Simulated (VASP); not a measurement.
# Li2CoCl4: structure and properties in VASP, part 2 of 5

What structure and properties does r2SCAN give Li2CoCl4, and how near are they to the measured ones? The start is a computed cell from the Materials Project.

VASP 6.6.1, plane waves and PAW; the level of theory is named at each step.

Still holding for the runs below: The cell holds one magnetic atom, so no antiferromagnetic order fits into it. Experiment finds antiferromagnetic order in this phase (below 6.8 K, arxiv:2307.06899), so this ferromagnetic run describes another state.

So far: Set-up; Relaxing cell and atoms (r2SCAN).

## 2. Relaxing cell and atoms (r2SCAN) (continued)

Level of this step: r2SCAN, spin-polarised from a ferromagnetic start (one magnetic atom a cell); plane waves and PAW (Li_sv, Co, Cl) (VASP).

Relaxation path:

```
step  energy less that of the first step (eV)  largest force (eV/Å)  pressure (GPa)  volume (Å³)
   1                                   0.0000                0.9146            2.56       127.72
   2                                  -0.1397                0.1371           -0.64       133.14
   3                                  -0.1413                0.1391           -1.05       134.06
   4                                  -0.1636                0.0224           -0.41       132.24
   5                                  -0.1678                0.0643           -0.06       131.39
   6                                  -0.1683                0.0945            0.09       131.04
   7                                  -0.1692                0.0552           -0.01       131.10
   8                                  -0.1694                0.0492           -0.15       131.18
   9                                  -0.1695                0.0356           -0.09       131.15
  10                                  -0.1700                0.0274           -0.01       130.88
  11                                  -0.1701                0.0243           -0.01       130.79
  12                                  -0.1702                0.0196            0.07       130.62
  13                                  -0.1703                0.0141            0.15       130.26
  14                                  -0.1703                0.0159            0.09       130.46
  15                                  -0.1706                0.0152            0.02       130.59
  16                                  -0.1706                0.0184           -0.03       130.65
  17                                  -0.1707                0.0063            0.03       130.60
```

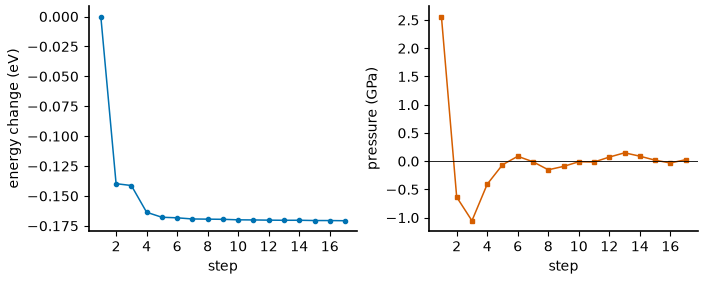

Energy and pressure along the relaxation.

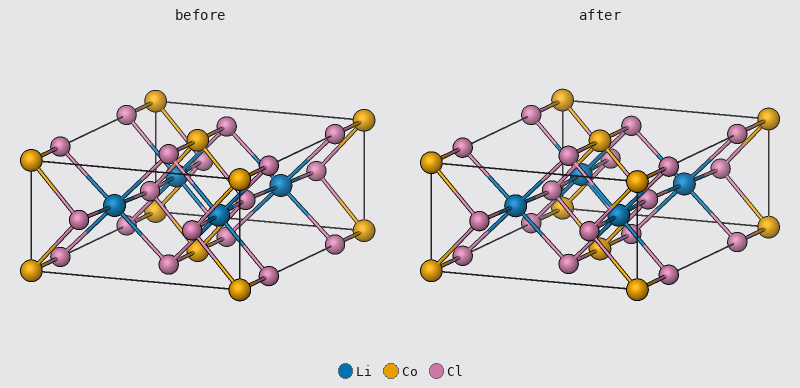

Before and after, at one scale.

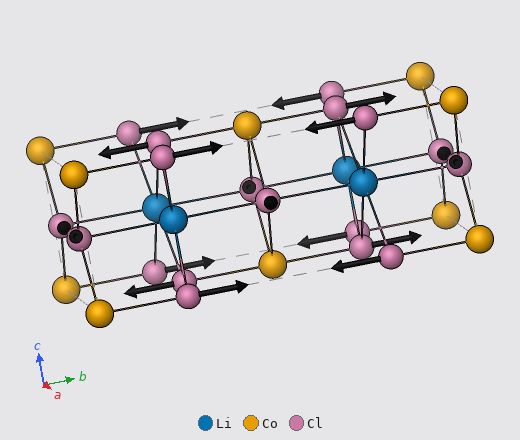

Displacements in the relaxation, exaggerated, measured against the changing cell; the longest in the cell stands for 0.06 Å. Some periodic images of atoms are drawn too.

```
conventional cell, symmetrised  before   after  change
                         a (Å)   7.238   7.156  -1.1 %
                         b (Å)   9.831  10.381  +5.6 %
                         c (Å)   3.589   3.516  -2.0 %
              volume (Å³/atom)   18.25   18.66  +2.3 %
```

The atoms that moved most (Å, as changes of fractional coordinates times the final cell):

```
atom      dx      dy     dz  length
 Cl7   0.000  -0.057  0.000   0.057
 Cl5   0.000   0.057  0.000   0.057
 Cl6   0.031   0.000  0.000   0.031
 Cl4  -0.031   0.000  0.000   0.031
```

Final coordinates:

```xyz
7
Lattice="3.5779 -5.1907 0.0000 3.5779 5.1907 0.0000 0.0000 0.0000 3.5161" Properties=species:S:1:pos:R:3 pbc="T T T"
Li    1.7889   -2.5954    1.7581
Li    1.7889    2.5954    1.7581
Co    0.0000    0.0000    0.0000
Cl    5.4879    0.0000    1.7581
Cl    3.5779   -2.7098    0.0000
Cl    1.6678    0.0000    1.7581
Cl    3.5779    2.7098    0.0000
```

A gap read on the k-mesh alone can miss the band edges.

This step gave:

| Property | Result |
| --- | --- |
| electrons | 43 |
| bands | 34 |
| irreducible k-points | 28 |
| symmetry operations | 8 |
| free energy (TOTEN) | -53.3696 eV |
| Fermi energy | 2.358 eV |
| pressure | 0.02656 GPa |
| moment of the cell, from the last line of the log | 3 μB |
| metallic | no |
| valence top at k | 0.5, 0.5, 0 |
| conduction bottom at k | 0.5, 0.5, 0 |
| least direct gap at k | 0.5, 0.5, 0 |
| SCF cycles over all ionic steps | 140 |
| gap on the k-mesh | 0.8834 eV |
| least direct gap on the k-mesh | 0.8834 eV |

Spin moment in the PAW sphere by atom:

```
atom  spin moment in the PAW sphere (μB)
 Li1                                0.00
 Li2                                0.00
 Co3                                2.61
 Cl4                                0.12
 Cl5                                0.03
 Cl6                                0.12
 Cl7                                0.03
```

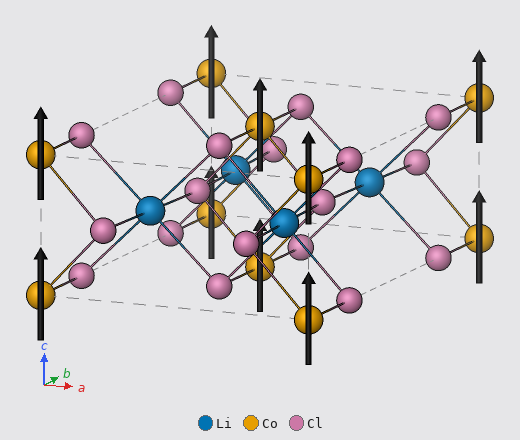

Spin moment in the PAW sphere as arrows, the longest 2.61 μB. Up and down stand for the sign. Arrows give size and sign along the axis of quantisation, drawn up and down the page. Some periodic images of atoms are drawn too.

It ends with a largest force of 0.006 eV/Å and a pressure of 0.03 GPa.

## 3. Second relaxation

The basis stayed that of the start cell while the cell moved. A rerun from the cell reached resets it; the error of the finite cutoff stays.

INCAR reads:

```
SYSTEM = Li2CoCl4
PREC = Accurate
ENCUT = 650
EDIFF = 1E-06
NELM = 100
ISMEAR = 0
SIGMA = 0.05
LREAL = .FALSE.
ALGO = Normal
METAGGA = R2SCAN
LASPH = .TRUE.
NBANDS = 34
ISPIN = 2
MAGMOM = 0 0 2 0 0 0 0
LMAXMIX = 4
LORBIT = 11
LWAVE = .FALSE.
LCHARG = .FALSE.
KPAR = 4
IBRION = 2
NSW = 60
ISIF = 3
EDIFFG = -0.01
```

POSCAR reads:

```
Li2CoCl4
1.0
    3.5778772720     -5.1907091362      0.0000000000
    3.5778772720      5.1907091362      0.0000000000
    0.0000000000      0.0000000000      3.5161483681
Li Co Cl
2 1 4
Direct
    0.5000000000      0.0000000000      0.5000000000
    0.0000000000      0.5000000000      0.5000000000
    0.0000000000      0.0000000000      0.0000000000
    0.7669242620      0.7669242620      0.5000000000
    0.7610210535      0.2389789465      0.0000000000
    0.2330757380      0.2330757380      0.5000000000
    0.2389789465      0.7610210535      0.0000000000
```

KPOINTS reads:

```
Automatic mesh
0
Gamma
4 4 6
0 0 0
```

The projector-augmented-wave data sets are Li_sv, Co and Cl (PBE family, release 64).

Command:

```bash
> mpirun -np 4 vasp_std
```

The program printed:

```text
[banner, memory and clock lines left out]
running    4 mpi-ranks, on    1 nodes
 distrk:  each k-point on    1 cores,    4 groups
 distr:  one band on    1 cores,    1 groups

 POSCAR found type information on POSCAR LiCoCl
 POSCAR found :  3 types and       7 ions
 [... a notice as in an earlier step ...]

 LDA part: xc-table for (None), standard interpolation
 POSCAR, INCAR and KPOINTS ok, starting setup
 FFT: planning ... GRIDC
 FFT: planning ... GRID_SOFT
 FFT: planning ... GRID
 WAVECAR not read
 entering main loop
       N       E                     dE             d eps       ncg     rms          rms(c)
DAV:   1     0.375296155650E+03    0.37530E+03   -0.20598E+04  3808   0.146E+03
DAV:   2    -0.838058302287E+01   -0.38368E+03   -0.35563E+03  4192   0.339E+02
DAV:   3    -0.576740471262E+02   -0.49293E+02   -0.48577E+02  4750   0.124E+02
DAV:   4    -0.633863524003E+02   -0.57123E+01   -0.56731E+01  7032   0.299E+01
DAV:   5    -0.635945863895E+02   -0.20823E+00   -0.20803E+00  5294   0.562E+00    0.157E+01
DAV:   6    -0.543033962434E+02    0.92912E+01   -0.37772E+01  4994   0.570E+01    0.241E+01
DAV:   7    -0.529827804134E+02    0.13206E+01   -0.69465E+00  4760   0.496E+01    0.892E+00
DAV:   8    -0.531722213928E+02   -0.18944E+00   -0.16092E+00  5246   0.814E+00    0.447E+00
DAV:   9    -0.533606041079E+02   -0.18838E+00   -0.14036E+00  5618   0.775E+00    0.224E+00
DAV:  10    -0.533738320677E+02   -0.13228E-01   -0.11388E-01  5616   0.262E+00    0.122E+00
DAV:  11    -0.533685469367E+02    0.52851E-02   -0.17506E-02  5622   0.201E+00    0.474E-01
DAV:  12    -0.533710537166E+02   -0.25068E-02   -0.91085E-03  6064   0.101E+00    0.233E-01
DAV:  13    -0.533713888943E+02   -0.33518E-03   -0.13902E-03  5194   0.286E-01    0.161E-01
DAV:  14    -0.533712797809E+02    0.10911E-03   -0.46925E-04  5600   0.324E-01    0.640E-02
DAV:  15    -0.533712544942E+02    0.25287E-04   -0.20562E-04  6010   0.105E-01    0.359E-02
DAV:  16    -0.533712645394E+02   -0.10045E-04   -0.26355E-05  5544   0.453E-02    0.184E-02
DAV:  17    -0.533712663254E+02   -0.17860E-05   -0.71261E-06  4938   0.226E-02    0.616E-03
DAV:  18    -0.533712634742E+02    0.28512E-05   -0.12638E-06  3980   0.105E-02    0.348E-03
DAV:  19    -0.533712636404E+02   -0.16623E-06   -0.32565E-07  2672   0.558E-03
   1 F= -.53371264E+02 E0= -.53371264E+02  d E =-.533713E+02  mag=     3.0000
 curvature:   0.00 expect dE= 0.000E+00 dE for cont linesearch  0.000E+00
 trial: gam= 0.00000 g(F)=  0.703E-05 g(S)=  0.299E-04 ort = 0.000E+00 (trialstep = 0.100E+01)
 search vector abs. value=  0.369E-04
 reached required accuracy - stopping structural energy minimisation
```

It took 3.8 min on 4 MPI ranks of Intel Xeon 6975P-C (Granite Rapids), shared host; peak memory 2.1 GiB; 15 min of CPU time.

From OUTCAR (step 3):

```text
  LATTYP: Found a base centered orthorhombic cell.
 ALAT       =     7.1557545440
 B/A-ratio  =     1.4507789792
 C/A-ratio  =     0.4913735297

The static configuration has the point symmetry D_2h.

 Found     28 irreducible k-points:

   ENCUT  =  650.0 eV  47.77 Ry    6.91 a.u.  13.11 13.11  7.31*2*pi/ulx,y,z

   NELECT =      43.0000    total number of electrons

 E-fermi :   2.3575

 spin component 1
 k-point     1 :       0.0000    0.0000    0.0000
  band No.  band energies     occupation
    ...
     19       0.4580      1.00000
     20       0.6089      1.00000
     21       0.7806      1.00000
     22       1.3151      1.00000
     23       1.5447      1.00000
     24       6.9659      0.00000
     25       8.3450      0.00000
     26       8.4584      0.00000
     27       8.8203      0.00000
     28       9.9698      0.00000
    ...

 k-point     2 :       0.2500    0.0000    0.0000
  band No.  band energies     occupation
    ...
     19       0.3819      1.00000
     20       0.5926      1.00000
     21       0.7320      1.00000
     22       1.3044      1.00000
     23       1.4359      1.00000
     24       7.4926      0.00000
     25       8.5440      0.00000
     26       9.0216      0.00000
     27       9.0683      0.00000
     28      10.3847      0.00000
    ...

 k-point     3 :       0.5000    0.0000    0.0000
  band No.  band energies     occupation
    ...
     19       0.3836      1.00000
     20       0.5382      1.00000
     21       0.6646      1.00000
     22       1.2995      1.00000
     23       1.3695      1.00000
     24       8.1669      0.00000
     25       8.6659      0.00000
     26       9.2178      0.00000
     27       9.6970      0.00000
     28      10.8192      0.00000
    ...

 k-point     4 :       0.2500    0.2500    0.0000
  band No.  band energies     occupation
    ...
     19       0.3666      1.00000
     20       0.6570      1.00000
     21       0.6854      1.00000
     22       1.2887      1.00000
     23       1.2933      1.00000
     24       8.0923      0.00000
     25       9.0679      0.00000
     26       9.3084      0.00000
     27       9.3870      0.00000
     28      10.5692      0.00000
    ...

  Total        0.0216477      0.0616847     -0.0077099      0.0000000      0.0000000      0.0000000
  in kB        0.2655666      0.7567257     -0.0945823      0.0000000      0.0000000      0.0000000
  external PRESSURE =       0.3092367 kB  Pullay stress =       0.0000000 kB

 POSITION                                       TOTAL-FORCE (eV/Angst)
 -----------------------------------------------------------------------------------
      1.78894     -2.59535      1.75807         0.000000      0.000000      0.000000
      1.78894      2.59535      1.75807         0.000000      0.000000      0.000000
      0.00000      0.00000      0.00000         0.000000      0.000000      0.000000
      5.48792      0.00000      1.75807         0.006312      0.000000      0.000000
      3.57788     -2.70977      0.00000         0.000000     -0.005742      0.000000
      1.66783      0.00000      1.75807        -0.006312      0.000000      0.000000
      3.57788      2.70977      0.00000         0.000000      0.005742     -0.000000
 -----------------------------------------------------------------------------------
    total drift:                               -0.000000     -0.000000      0.000000

  FREE ENERGIE OF THE ION-ELECTRON SYSTEM (eV)
  ---------------------------------------------------
  free  energy   TOTEN  =       -53.3712636404 eV

  energy  without entropy=      -53.3712636404  energy(sigma->0) =      -53.37126364

 total charge
# of ion       s       p       d       tot
------------------------------------------
    1        2.005   0.010   0.000   2.015
    2        2.005   0.010   0.000   2.015
    3        0.287   0.326   7.064   7.677
    4        1.605   3.577   0.000   5.183
    5        1.599   3.615   0.000   5.215
    6        1.605   3.577   0.000   5.183
    7        1.599   3.615   0.000   5.215
--------------------------------------------------
tot         10.706  14.732   7.064  32.502

[... 7 parts as in an earlier step ...]

[... 10 further parts left out ...]
```

CONTCAR:

```
Li2CoCl4
   1.00000000000000
     3.5778772719999998   -5.1907091361999997    0.0000000000000000
     3.5778772719999998    5.1907091361999997    0.0000000000000000
     0.0000000000000000    0.0000000000000000    3.5161483681000001
  Li              Co              Cl
     2     1     4
Direct
     0.5000000000000000    0.0000000000000000    0.5000000000000000
     0.0000000000000000    0.5000000000000000    0.5000000000000000
     0.0000000000000000    0.0000000000000000    0.0000000000000000
     0.7669242620000034    0.7669242620000034    0.5000000000000000
     0.7610210535000022    0.2389789464999978    0.0000000000000000
     0.2330757379999966    0.2330757379999966    0.5000000000000000
     0.2389789464999978    0.7610210535000022    0.0000000000000000
```

Little changed from the start: no atom moved by 0.005 Å and no cell edge by 0.1 %.

This step gave:

- free energy (TOTEN): -53.3713 eV
- Fermi energy: 2.357 eV
- pressure: 0.03092 GPa
- SCF cycles over all ionic steps: 19
- gap on the k-mesh: 0.8838 eV
- least direct gap on the k-mesh: 0.8838 eV

It ends with a largest force of 0.006 eV/Å and a pressure of 0.03 GPa. The volume moved by under 0.01 %: the run met its threshold at the first step.

(Part 2 of 5 ends here.)

[Lines on the potential files, build, host, timing and source positions are cut from VASP's logs without a mark.]

[Logs are printed without paths, hosts, clocks, repeated set-up lines and the standing remarks that a program may print on its own settings, such as how far it seeks lower states.]

[Hosts, paths, dates, database ids (printed as entryN), source tags and the programs' standing remarks are cut or masked in the printed files.]

[A measured line is paired with the nearest computed mode of its activity, which favours agreement.]
